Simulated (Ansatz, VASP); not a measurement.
# Sb in two plane-wave programs

Wanted: the spread between two codes on one cell, functional and k mesh.

Calculated with Ansatz 0.2.0; plane waves, with VASP 6.6.1 beside it; single point at PBEsol.

The database entry behind the starting cell differs from later determinations by our own check (c about 1.5 % short, from a theory paper), so it need not match the best structure at ambient conditions.

## 1. Set-up

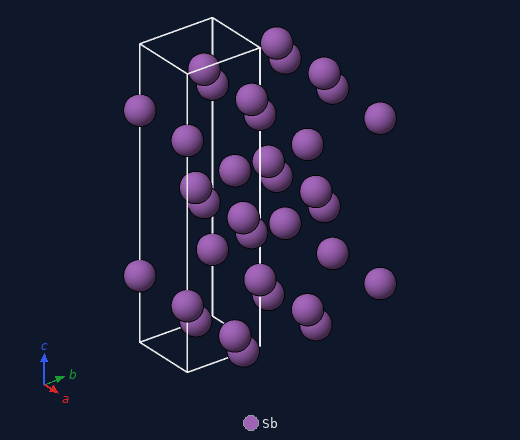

The starting structure, seen slightly off an axis (antimony purple). 2×2×1 cells are drawn. This picture shows the conventional cell, with its axes. Some periodic images of atoms are drawn too.

## 2. VASP: single point, PBEsol

With cell and atoms fixed, the geometry can't cause a difference; cores, projectors, grids and the points listed under the comparison can.

Lines of VASP's logs that name or quote its potential files are left out, and so is its time.

Contents of INCAR:

```
SYSTEM = Sb
PREC = Accurate
ENCUT = 400
EDIFF = 1E-05
NELM = 100
ISMEAR = 0
SIGMA = 0.05
LREAL = .FALSE.
ALGO = Normal
GGA = PS
NBANDS = 11
LORBIT = 11
LWAVE = .FALSE.
LCHARG = .FALSE.
KPAR = 4
```

Contents of POSCAR:

```
Sb
1.0
    2.1682650000      1.2518483814      3.7015700000
   -2.1682650000      1.2518483814      3.7015700000
    0.0000000000     -2.5036967628      3.7015700000
Sb
2
Direct
    0.7768800000      0.7768800000      0.7768800000
    0.2231200000      0.2231200000      0.2231200000
```

Contents of KPOINTS:

```
Automatic mesh
0
Gamma
6 6 6
0 0 0
```

PAW data sets: Sb (PBE family, release 64).

Started as:

```bash
> mpirun -np 4 vasp_std
```

Numbers of over 12 decimals in the logs are rounded to 6 here.

What it wrote:

```text
[banner, memory and clock lines left out]
running    4 mpi-ranks, on    1 nodes
 distrk:  each k-point on    1 cores,    4 groups
 distr:  one band on    1 cores,    1 groups

 POSCAR found type information on POSCAR Sb
 POSCAR found :  1 types and       2 ions
|                                                                             |
|               ----> ADVICE to this user running VASP <----                  |
|                                                                             |
|     You enforced a specific xc type in the INCAR file but a different       |
|     [... a line on the potential file left out ...]
|     I HOPE YOU KNOW WHAT YOU ARE DOING!                                     |
|                                                                             |

 LDA part: xc-table for (Slater+PW92), standard interpolation
 POSCAR, INCAR and KPOINTS ok, starting setup
 FFT: planning ... GRIDC
 FFT: planning ... GRID_SOFT
 FFT: planning ... GRID
 WAVECAR not read
 entering main loop
       N       E                     dE             d eps       ncg     rms          rms(c)
DAV:   1     0.301651996188E+02    0.30165E+02   -0.31592E+03   704   0.580E+02
DAV:   2    -0.735751196856E+01   -0.37523E+02   -0.36490E+02   913   0.104E+02
DAV:   3    -0.896833365746E+01   -0.16108E+01   -0.16042E+01   820   0.245E+01
DAV:   4    -0.898233144449E+01   -0.13998E-01   -0.13996E-01   814   0.282E+00
DAV:   5    -0.898251404350E+01   -0.18260E-03   -0.18260E-03   826   0.342E-01    0.327E+00
DAV:   6    -0.895828087071E+01    0.24233E-01   -0.10450E-02   788   0.526E-01    0.199E+00
DAV:   7    -0.894683738103E+01    0.11443E-01   -0.21075E-02   761   0.750E-01    0.909E-02
DAV:   8    -0.894673656372E+01    0.10082E-03   -0.24534E-03   785   0.289E-01    0.335E-02
DAV:   9    -0.894669737318E+01    0.39191E-04   -0.23836E-04   800   0.923E-02    0.188E-02
DAV:  10    -0.894670015863E+01   -0.27854E-05   -0.18693E-05   707   0.295E-02
   1 F= -.89467002E+01 E0= -.89461657E+01  d E =-.106896E-02
```

From OUTCAR (step 2):

```text
ion  position               nearest neighbor table
   1  0.777  0.777  0.777-   2 2.80   2 2.80   2 2.80   2 3.50   2 3.50   2 3.50
   2  0.223  0.223  0.223-   1 2.80   1 2.80   1 2.80   1 3.50   1 3.50   1 3.50

  LATTYP: Found a trigonal (rhomboedric) cell.
 ALAT       =     4.4687937908
 COS(alpha) =     0.5291592045

 Subroutine GETGRP returns: Found 12 space group operations
 (whereof 12 operations were pure point group operations)

The static configuration has the point symmetry D_3d.

 Found     32 irreducible k-points:

   k-points           NKPTS =     32   k-points in BZ     NKDIM =     32   number of bands    NBANDS=     11

   dimension x,y,z NGX =    30 NGY =   30 NGZ =   30
   dimension x,y,z NGXF=    60 NGYF=   60 NGZF=   60

   ENCUT  =  400.0 eV  29.40 Ry    5.42 a.u.   7.29  7.29  7.29*2*pi/ulx,y,z

   NELECT =      10.0000    total number of electrons

 k-points in reciprocal lattice and weights: Automatic mesh
   0.00000000  0.00000000  0.00000000       0.005
   0.16666667 -0.00000000  0.00000000       0.028
   0.33333333 -0.00000000 -0.00000000       0.028
   0.50000000 -0.00000000  0.00000000       0.014
   0.16666667  0.16666667  0.00000000       0.028
   0.33333333  0.16666667  0.00000000       0.056
   0.50000000  0.16666667  0.00000000       0.056
  -0.33333333  0.16666667  0.00000000       0.056
  -0.16666667  0.16666667  0.00000000       0.028
[...]
-0.33333333  0.50000000  0.33333333       0.028
   0.50000000  0.50000000  0.50000000       0.005

 average (electrostatic) potential at core
       1 -85.6471       2 -85.6471

 E-fermi :   7.0443

 k-point     1 :       0.0000    0.0000    0.0000
  band No.  band energies     occupation
      1      -5.8173      2.00000
      2       2.5802      2.00000
      3       4.9986      2.00000
      4       4.9986      2.00000
      5       5.7284      2.00000
      6       8.3505      0.00000
      7       9.6226      0.00000
      8       9.6226      0.00000
      9      12.4624      0.00000
     10      12.4624      0.00000
    ...

 k-point     2 :       0.1667   -0.0000    0.0000
  band No.  band energies     occupation
      1      -5.5131      2.00000
      2       1.2043      2.00000
      3       4.8495      2.00000
      4       5.2664      2.00000
      5       5.9545      2.00000
      6       8.4634      0.00000
      7       9.3005      0.00000
      8       9.4236      0.00000
      9      11.5135      0.00000
     10      12.3253      0.00000
    ...

 k-point     3 :       0.3333   -0.0000   -0.0000
  band No.  band energies     occupation
      1      -4.6257      2.00000
      2      -0.9650      2.00000
      3       4.6052      2.00000
      4       5.2204      2.00000
      5       6.3956      2.00000
      6       7.6920      0.00000
      7       8.6220      0.00000
      8       8.7610      0.00000
      9      12.6679      0.00000
     10      13.5069      0.00000
    ...

  Total        1.5189364      1.5189364      1.3341688     -0.0000000      0.0000000      0.0000000
  in kB       40.3690813     40.3690813     35.4584739     -0.0000000      0.0000000      0.0000000
  external PRESSURE =      38.7322122 kB  Pullay stress =       0.0000000 kB

  energy-cutoff  :      400.00
  volume of cell :       60.28
      direct lattice vectors                 reciprocal lattice vectors
     2.168265000  1.251848381  3.701570000     0.230599120  0.133136464  0.090051879
    -2.168265000  1.251848381  3.701570000    -0.230599120  0.133136464  0.090051879
     0.000000000 -2.503696763  3.701570000     0.000000000 -0.266272928  0.090051879

 POSITION                                       TOTAL-FORCE (eV/Angst)
 -----------------------------------------------------------------------------------
      0.00000      0.00000      8.62703         0.000000     -0.000000     -1.523561
      0.00000      0.00000      2.47768         0.000000      0.000000      1.523561
 -----------------------------------------------------------------------------------
    total drift:                               -0.000000      0.000000     -0.000000

  FREE ENERGIE OF THE ION-ELECTRON SYSTEM (eV)
  ---------------------------------------------------
  free  energy   TOTEN  =        -8.9467001586 eV

  energy  without entropy=       -8.9456312019  energy(sigma->0) =       -8.94616568

 total charge
# of ion       s       p       d       tot
------------------------------------------
    1        1.214   1.187   0.039   2.440
    2        1.214   1.187   0.039   2.440
--------------------------------------------------
tot          2.427   2.374   0.078   4.879

[... 3 further parts left out ...]
```

The run ends at a pressure of 3.87 GPa, with forces up to 1.5 eV/Å.

## 3. Ansatz: single point, PBEsol

Ansatz runs on its default PAW (the set named soft_2) files.

The same cell, functional, mesh and smearing now go to Ansatz, which takes its cutoff from its data sets.

Contents of input.yaml:

```yaml
crystal:
  lattice:
    - [2.168265, 1.2518483814, 3.70157]
    - [-2.168265, 1.2518483814, 3.70157]
    - [0.0, -2.5036967628, 3.70157]
  atoms:
    - { symbol: Sb, position: [0.77688, 0.77688, 0.77688] }
    - { symbol: Sb, position: [0.22312, 0.22312, 0.22312] }
hamiltonian:
  xc: pbesol
  pseudopotentials: { kind: paw }
kpoints:
  mp_grid: { grid: [6, 6, 6] }
scf:
  occupations: { method: gaussian, width: 0.05 }
  n_extra_bands: 4
output:
  forces: true
  stress: true
  eigenvalues: true
  write_density: true
  write_potential: true
  elf: true
  volumetric_format: npy
```

Started as:

```bash
> ansatz run input.yaml --threads 2 --pin off --max-ram 4608MiB --backend cpu --events-out ev --progress --plain --runs-dir out
```

What it wrote:

```text
scf.n_extra_bands = 4 over 15 filled bands (N_el = 30.0): the run solves 19 bands
Engine: ansatz 0.2.0, aarch64-unknown-linux-gnu
Pseudopotentials: kind: paw
Pseudopotential: Sb, paw, valence charge 15, recommended cutoff 420 eV (normal), Sb.paw.azcp
Functional definition: PBEsol
  exchange = pbesol_x
  correlation = pbesol_c
Crystal: 2 atoms, lattice volume = 60.284 Å³
Basis set: ecut = 420 eV, 1183 PW (Γ), exchange–correlation on 60×60×60 points (8 copies of the dense FFT grid, shifted against one another)
Bands: 19, of which v1, the nominal top of the filled ones, is band 15 counted from 1 (14 counted from 0)
Symmetry: 12 space group operations
Space group: R-3m (ITA 166), of the structure as read, at distance tolerance 3.9e-5 Å
k-points: 32 of 216
Non-local potential: Sb, projectors of the file, l = 0: 2, l = 1: 2, l = 2: 2, l = 3: 2
PAW form: soft (Blöchl's): semilocal exchange-correlation on the pseudo side does not see the compensation charge
PAW frozen core: Sb, regenerated for the run's functional, and the local potential with it (the file was generated under x = pbe(κ = 0.804, μ = 0.219515), c = pbe(β = 0.066725))
PAW one-centre angular grid: Sb, 590 points (default); XC on 64 Gauss nodes
Initial density: superposition of atomic densities (neutral atoms: chi_scale 0, normalization atom), corrected by the library's trained network
Initial wavefunctions: pseudopotential atomic-orbital guess
Functional: x = pbesol(κ = 0.804, μ = 0.123457), c = pbesol(β = 0.046)
SCF iter   1: F=—  HF=-12816.021293 eV  |F-HF|=—  |Δ(HF+E_count)|=         —  Δρ=2.92e-3  dr2=3.82e-3  ethr=1.77e-3  ⟨swp⟩=6.6  Hψ=3277  notcnv=0
preconditioner: auto → none  [insulator: Δε(μ)=0.422 eV  Ē_g=8.847 eV  σ=0.050 eV  W_gap=0.51  n_scr=14 (ndim 8)  ℏωp=15.1 eV  f_vac=0.000  D(μ)=0.67/eV (n_scr^D=0)  ε∞_Penn≈3.9]
SCF iter   2: F=—  HF=-12816.018246 eV  |F-HF|=—  |Δ(HF+E_count)|=   3.05e-3  Δρ=1.26e-3  dr2=4.91e-4  ethr=1.27e-5  ⟨swp⟩=2.9  Hψ=1396  notcnv=0
SCF iter   3: F=—  HF=-12816.018216 eV  |F-HF|=—  |Δ(HF+E_count)|=   3.03e-5  Δρ=3.15e-4  dr2=6.25e-5  ethr=1.64e-6  ⟨swp⟩=2.0  Hψ=1088  notcnv=0
SCF iter   4: F=—  HF=-12816.018196 eV  |F-HF|=—  |Δ(HF+E_count)|=   1.97e-5  Δρ=1.10e-4  dr2=3.46e-6  ethr=2.08e-7  ⟨swp⟩=2.0  Hψ=1087  notcnv=0
SCF iter   5: F=—  HF=-12816.018198 eV  |F-HF|=—  |Δ(HF+E_count)|=   2.01e-6  Δρ=2.75e-5  dr2=3.12e-7  ethr=1.15e-8  ⟨swp⟩=2.0  Hψ=1089  notcnv=0
SCF iter   6: F=-12816.018198 eV  HF=-12816.018198 eV  |F-HF|=1.83e-9  |Δ(HF+E_count)|=   1.57e-7  Δρ=4.05e-6  dr2=7.49e-9  ethr=3.33e-10  ⟨swp⟩=10.0  Hψ=4545  notcnv=0
SCF 1 converged in 6 iterations: F = -12816.018198 eV  dr2 = 7.49e-9
  greatest PAW one-centre occupation: 0.996 electrons in one spin orbital (limit 2), on the Sb atom at site 1 (counted from 0), in its partial waves of l = 2
SCF converged after 6 iterations
Free energy (F): -12816.018198 eV
Harris-Foulkes:  -12816.018198 eV  (|F-HF|=1.83e-9)
Internal energy: -12816.017316 eV  (E = F + TS)
E sigma→0 (E₀):  -12816.017757 eV
Entropy (-TS):   -0.000882 eV (-0.441 meV/atom)
Fermi energy:    9.849564 eV
--- Per-component energies (eV) ---
  E_band       = -342.305905
  E_kinetic    = 416.366789
  E_local      = -3243.072882  (includes V_loc(G=0)·N_el)
  E_nonlocal   = 728.592934
  E_hartree    = 1469.113598
  E_xc         = -275.621288
  E_vxc        = -194.079878  (∫ρ·V_xc dr)
  E_paw        = -8999.447065  (= ΣΔE_a)
  E_vpaw       = -988.343841  (= ΣTr[D̂ρ^β])
  E_aug_tail   = -0.000004  (compensation charges beyond the density's cutoff)
  E_ewald      = -2912.613112
  E_core_change = 0.663714  (= ΣΔE_core)
  E_smearing   = -0.000882  (= −TS)
  E_closure    = -0.000000  (closes the sum)
  Σ components = -12816.018198   (vs F -12816.018198, Δ=0.00e0)
--- Forces (eV/Å), atoms counted from 1 ---
  atom   1  Sb    -0.00000000    -0.00000000    -1.44644471
  atom   2  Sb    -0.00000000     0.00000000     1.44644471
  max |Σ_I F_I| component: 4.44e-16 eV/Å
--- Stress (GPa, compression-positive) ---
        3.558428      -0.000000      -0.000000
       -0.000000       3.558428      -0.000000
       -0.000000      -0.000000       3.447810
  P = ⅓ Tr σ = 3.5216 GPa (35.216 kbar)
--- Band table (eV; the first three rows and the last of 32) ---
  k-point 0: bands = [... 11 lower, 5.3279, 7.8080, 7.8080, 8.5204, 11.1857, 12.4322, 12.4322, 15.3097]
  k-point 1: bands = [... 11 lower, 3.9814, 7.6620, 8.0582, 8.7433, 11.2828, 12.0988, 12.2187, 14.3535]
  k-point 2: bands = [... 11 lower, 1.8306, 7.4227, 8.0116, 9.1851, 10.4859, 11.4151, 11.5452, 15.5115]
  k-point 31: bands = [... 11 lower, 1.7083, 8.0457, 8.0457, 8.7219, 10.2863, 10.2863, 11.4368, 16.5324]
```

The job ended after 2.7 s (2 threads of Arm Neoverse N1, shared host; peak memory 0.31 GiB).

Reading the cycles: dr2 is the Hartree energy of the density residual (eV), the measure of convergence; HF is the Harris–Foulkes estimate of the energy, which meets the free energy F at convergence.

The run ends at a pressure of 3.52 GPa, with forces up to 1.4 eV/Å.

## 4. Comparison

Known differences besides the PAW data sets themselves: the data sets hold 30 valence electrons in Ansatz (default PAW (the set named soft_2) files) and 10 in VASP; the cutoff is 420 eV in Ansatz and 400 eV in VASP; Ansatz makes its cores anew for this functional, VASP keeps those of its PBE data sets; VASP leaves aspherical gradient terms in its spheres out (LASPH is not set), Ansatz keeps them. Total energies have different zeros and are not compared.

The two programs side by side:

```csv
quantity,Ansatz,VASP,difference
pressure (GPa),3.52,3.87,-0.35
```

Forces (eV/Å; atoms numbered as in POSCAR):

```csv
atom,"Ansatz x, y, z","VASP x, y, z"
Sb1,"0.000, 0.000, -1.446","0.000, 0.000, -1.524"
Sb2,"0.000, 0.000, 1.446","0.000, 0.000, 1.524"
```

The forces differ by 45 meV/Å r.m.s., which is 5.1 % of the r.m.s. force of 0.88 eV/Å (both taken over all components).

## 5. Looking for the cause

The difference is large enough to ask for its cause, so further runs change the set-up of one program at a time, as the table lists.

```csv
run,r.m.s. force difference (% of the r.m.s. force)
as above,5.1
"cores kept as stored, as VASP does, whose cores stay as stored",5.0
Ansatz's all-electron LAPW method,5.1
Ansatz's larger PAW set (cutoff 430 eV),5.1
norm-conserving potentials (cutoff 1088 eV),5.2
```

## 6. What came out

```yaml
r_m_s_force_difference_single_point_pbesol: 5.1 % of the r.m.s. force
```

What this shows: The r.m.s. force difference is 5.1 % of the r.m.s. force (single point, PBEsol), beyond the 3 % picked in this series as the mark of a large difference. For single point, PBEsol: no further run halves the r.m.s. force difference; only Ansatz's side was varied, and Ansatz's runs with other potentials lie closer to each other than to VASP, which for this quantity points to VASP's side; this was not tested here. The all-electron run, which needs no data set, lies 5.1 % of the r.m.s. force from VASP, against 5.1 for Ansatz's PAW result. How closely two codes agree says nothing of how well the functional describes the real material.

[Lines on the potential files, build, host, timing and source positions are cut from VASP's logs without a mark.]

[Logs are printed without paths, hosts, clocks, repeated set-up lines and the standing remarks that a program may print on its own settings, such as how far it seeks lower states.]

[Hosts, paths, dates, database ids (printed as entryN), source tags and the programs' standing remarks are cut or masked in the printed files.]
